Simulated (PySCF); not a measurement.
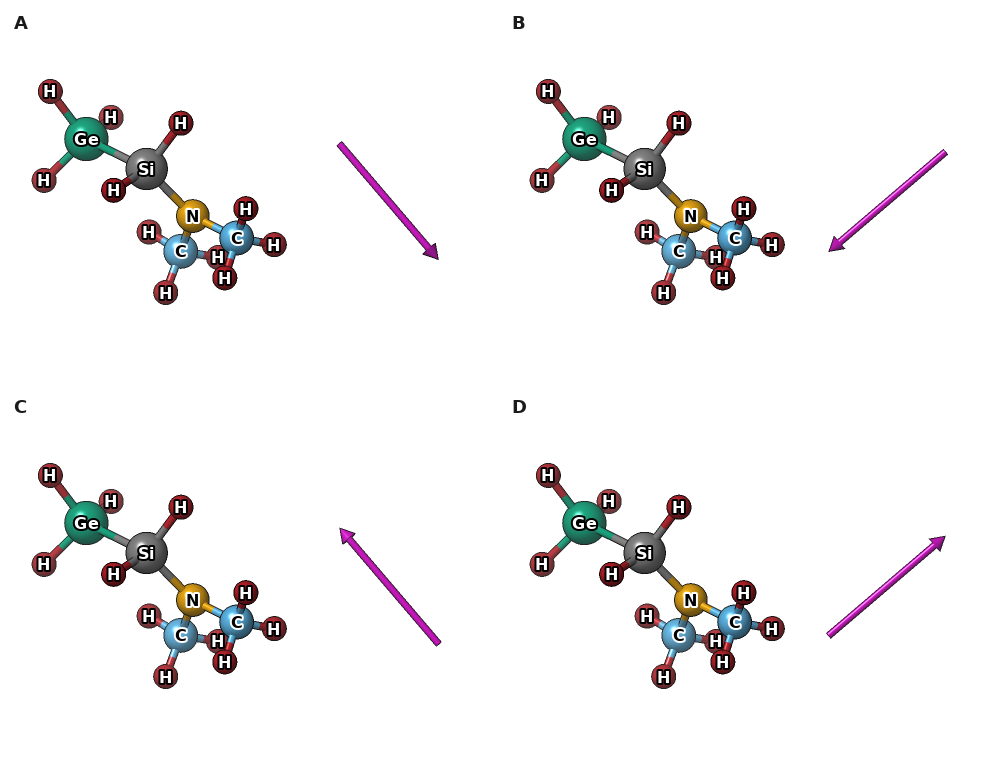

The same molecule four times, each with an arrow. Computed geometry: GFN2-xTB optimisation. No frequency run is at hand to confirm it as a minimum. Method: PBE0/def2-SVPD, gas phase (PySCF 2.14.0).

### Which arrow points along the dipole moment, from the negative to the positive end?

A. The dipole moment is 1.43 D.

The geometry is semi-empirical. Around Ge, Si such bond lengths and angles can be off by a tenth of an ångström or more and by several degrees, and values that hang on the shape move with them.
